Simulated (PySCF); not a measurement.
## What a change does: NMR shielding calculation on C₃H₁₂OSi₂

System: C₃H₁₂OSi₂.
Method of the first run: GIAO PW91/pcSseg-1 NMR shielding, non-relativistic, gas phase (PySCF 2.14.0).

The geometry comes from this level: GFN2-xTB. Text and figures count atoms from 1; the logs count them from 0 in places.

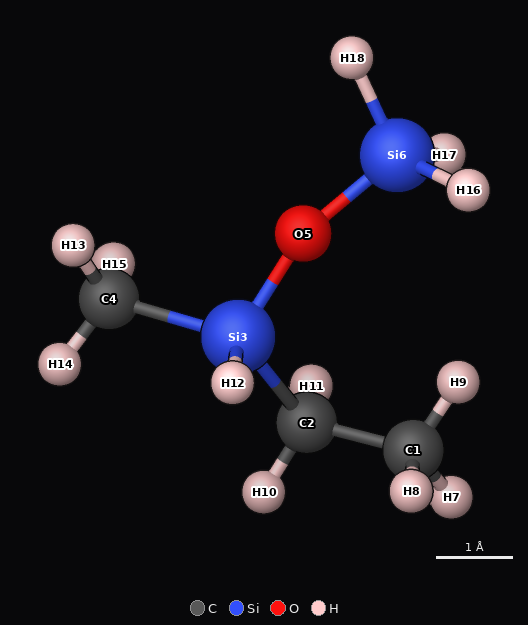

Fig. 1: The input geometry (ball-and-stick view, seen at a tilt; atoms are numbered from 1 in the order of the input). Bond lengths as drawn: C–C 1.53 Å, C–H 1.09 Å, C–Si 1.90 to 1.91 Å, H–Si 1.46 to 1.47 Å and O–Si 1.62 to 1.63 Å.

## The input, the first run
```
{"job": {"kind": "nmr", "xc": "PW91", "basis": "pcSseg-1", "pop": false, "grid": 3, "scf": {"guess": "vsap"}}, "charge": 0, "multiplicity": 1}
C     -1.105567    -1.968230    -0.050656
C     -1.428761    -0.556598    -0.529165
Si    -0.238107     0.755569     0.171074
C     -0.620802     2.476840    -0.526221
O      1.285910     0.384896    -0.260668
Si     2.577222    -0.464728    -0.736153
H     -1.783557    -2.696011    -0.494780
H     -1.193925    -2.034705     1.031311
H     -0.087010    -2.236768    -0.323472
H     -2.455892    -0.315352    -0.251573
H     -1.394308    -0.540401    -1.620923
H     -0.234311     0.743062     1.639105
H      0.110277     3.202139    -0.183515
H     -1.599458     2.819148    -0.206087
H     -0.606206     2.486336    -1.612420
H      2.899405    -1.420309     0.323753
H      2.238156    -1.159113    -1.979531
H      3.628174     0.530543    -0.931257
```

The first line tells a small driver script what to run in PySCF; the rest is the geometry in Å.

Launched with:
```bash
OMP_NUM_THREADS=1 python <driver script> task.json out
```

Hardware: 1 CPU thread, shared host.

## Output (the first run)
```
final grid: 212496 points
cycle   1  E = -765.0716332710  dE =  8.889e+00  |g| = 5.293e+00  |ddm| = 3.230e+01
cycle   2  E = -747.6124342423  dE =  1.746e+01  |g| = 9.313e+00  |ddm| = 3.301e+01
cycle   3  E = -772.8369730392  dE = -2.522e+01  |g| = 3.481e+00  |ddm| = 7.342e+00
cycle   4  E = -775.1008267834  dE = -2.264e+00  |g| = 1.519e+00  |ddm| = 3.747e+00
cycle   5  E = -775.4922668369  dE = -3.914e-01  |g| = 9.923e-01  |ddm| = 1.816e+00
cycle   6  E = -775.6575282236  dE = -1.653e-01  |g| = 2.792e-01  |ddm| = 7.197e-01
cycle   7  E = -775.6736223049  dE = -1.609e-02  |g| = 1.203e-01  |ddm| = 2.950e-01
cycle   8  E = -775.6765080103  dE = -2.886e-03  |g| = 4.462e-02  |ddm| = 1.404e-01
cycle   9  E = -775.6769038009  dE = -3.958e-04  |g| = 1.078e-02  |ddm| = 4.344e-02
cycle  10  E = -775.6769249512  dE = -2.115e-05  |g| = 4.380e-03  |ddm| = 1.104e-02
cycle  11  E = -775.6769296878  dE = -4.737e-06  |g| = 5.992e-04  |ddm| = 4.304e-03
cycle  12  E = -775.6769297627  dE = -7.489e-08  |g| = 2.132e-04  |ddm| = 8.012e-04
cycle  13  E = -775.6769297735  dE = -1.080e-08  |g| = 8.032e-05  |ddm| = 2.686e-04
cycle  14  E = -775.6769297750  dE = -1.494e-09  |g| = 2.057e-05  |ddm| = 8.331e-05
cycle  15  E = -775.6769297751  dE = -1.157e-10  |g| = 5.486e-06  |ddm| = 2.870e-05
converged SCF energy = -775.6769297751

GIAO shielding tensors (ppm)
atom      isotropic    diamagn.    paramagn.     s11        s22        s33       span
  0 C      170.744     247.964     -77.220    163.358    167.066    181.809     18.451
  1 C      166.502     255.251     -88.749    159.081    165.798    174.627     15.546
  2 Si     331.778     882.653    -550.875    290.491    345.876    358.968     68.477
  3 C      180.771     253.578     -72.807    170.056    182.132    190.125     20.069
  4 O      310.108     399.874     -89.766    225.629    348.678    356.016    130.388
  5 Si     378.415     881.416    -503.001    335.584    343.514    456.147    120.563
  6 H       30.157      28.881       1.276     25.232     27.833     37.405     12.173
  7 H       30.609      31.226      -0.618     26.787     28.372     36.666      9.879
  8 H       30.486      32.642      -2.155     25.542     30.322     35.595     10.052
  9 H       31.126      32.141      -1.015     26.104     30.442     36.830     10.726
 10 H       30.751      33.444      -2.693     26.959     29.925     35.370      8.411
 11 H       26.375      31.520      -5.145     23.626     24.416     31.083      7.458
 12 H       31.249      30.213       1.036     27.207     28.807     37.732     10.525
 13 H       31.892      30.344       1.548     27.738     29.285     38.653     10.916
 14 H       31.446      31.450      -0.004     27.876     29.614     36.847      8.970
 15 H       26.232      29.998      -3.766     22.918     24.551     31.225      8.307
 16 H       26.227      30.367      -4.140     22.685     24.899     31.096      8.411
 17 H       26.288      28.942      -2.654     22.437     24.661     31.766      9.329
```

The input of the second run differs as follows (lines with − go, lines with + come):
```diff
-"xc": "PW91"
+"xc": "PBE0"
-"grid": 3
```

What does this change do to the results?

The total energies belong to different methods, so their difference says nothing on which is more stable or more accurate. The HOMO goes from −6.61 to −7.88 eV. The LUMO goes from −0.52 to 0.40 eV. Of all shieldings, the largest change is that of Si3, by +19.2 ppm. The functional changes from PW91 to PBE0. The SCF takes 13 iterations against 15.

## Output (the second run)
```
final grid: 133152 points
cycle   1  E = -768.9739571151  dE =  4.603e+00  |g| = 4.324e+00  |ddm| = 2.756e+01
cycle   2  E = -758.1509114941  dE =  1.082e+01  |g| = 7.498e+00  |ddm| = 2.799e+01
cycle   3  E = -774.5340073921  dE = -1.638e+01  |g| = 1.908e+00  |ddm| = 5.894e+00
cycle   4  E = -775.1477601317  dE = -6.138e-01  |g| = 7.814e-01  |ddm| = 1.835e+00
cycle   5  E = -775.2929404228  dE = -1.452e-01  |g| = 3.420e-01  |ddm| = 9.183e-01
cycle   6  E = -775.3112694481  dE = -1.833e-02  |g| = 1.598e-01  |ddm| = 3.418e-01
cycle   7  E = -775.3168635055  dE = -5.594e-03  |g| = 2.342e-02  |ddm| = 1.381e-01
cycle   8  E = -775.3169792022  dE = -1.157e-04  |g| = 8.399e-03  |ddm| = 3.178e-02
cycle   9  E = -775.3169953652  dE = -1.616e-05  |g| = 1.788e-03  |ddm| = 8.396e-03
cycle  10  E = -775.3169960861  dE = -7.208e-07  |g| = 5.368e-04  |ddm| = 1.813e-03
cycle  11  E = -775.3169961503  dE = -6.419e-08  |g| = 7.270e-05  |ddm| = 5.116e-04
cycle  12  E = -775.3169961511  dE = -7.992e-10  |g| = 3.664e-05  |ddm| = 9.247e-05
cycle  13  E = -775.3169961514  dE = -3.186e-10  |g| = 9.866e-06  |ddm| = 3.491e-05
converged SCF energy = -775.3169961514

GIAO shielding tensors (ppm)
atom      isotropic    diamagn.    paramagn.     s11        s22        s33       span
  0 C      176.628     248.416     -71.789    170.079    173.274    186.529     16.450
  1 C      173.823     256.167     -82.344    166.413    174.162    180.895     14.481
  2 Si     351.012     881.341    -530.329    312.792    364.942    375.302     62.509
  3 C      186.067     254.941     -68.874    175.881    187.825    194.494     18.613
  4 O      318.951     400.842     -81.890    245.711    352.358    358.786    113.075
  5 Si     394.395     880.256    -485.861    355.343    362.591    465.250    109.907
  6 H       30.230      29.091       1.139     25.097     27.724     37.870     12.773
  7 H       30.667      31.177      -0.510     26.592     28.340     37.068     10.476
  8 H       30.589      32.553      -1.964     25.332     30.358     36.079     10.747
  9 H       31.289      32.339      -1.049     26.037     30.351     37.480     11.443
 10 H       30.891      33.587      -2.696     26.889     29.856     35.928      9.039
 11 H       26.634      31.335      -4.701     23.901     24.589     31.412      7.510
 12 H       31.295      30.293       1.002     26.993     28.710     38.182     11.189
 13 H       31.968      30.410       1.558     27.591     29.193     39.120     11.529
 14 H       31.481      31.519      -0.038     27.651     29.538     37.254      9.603
 15 H       26.516      29.883      -3.367     23.168     24.867     31.513      8.345
 16 H       26.529      30.256      -3.727     22.975     25.273     31.338      8.364
 17 H       26.555      28.894      -2.338     22.701     24.899     32.066      9.366
```

## The two runs side by side

```tsv
quantity	the first run	the second run
outcome	converged	converged
total energy (hartree)	−775.676930	−775.316996
HOMO (eV)	−6.61	−7.88
LUMO (eV)	−0.52	0.40
dipole moment (D)	0.71	0.71
shielding of C1 (ppm)	170.7	176.6
shielding of C2 (ppm)	166.5	173.8
shielding of Si3 (ppm)	331.8	351.0
shielding of C4 (ppm)	180.8	186.1
shielding of O5 (ppm)	310.1	319.0
shielding of Si6 (ppm)	378.4	394.4
shielding of H17 (ppm)	26.2	26.5
SCF iterations	15	13
basis functions	176	176
wall time (shared host)	75 s	40 s
```
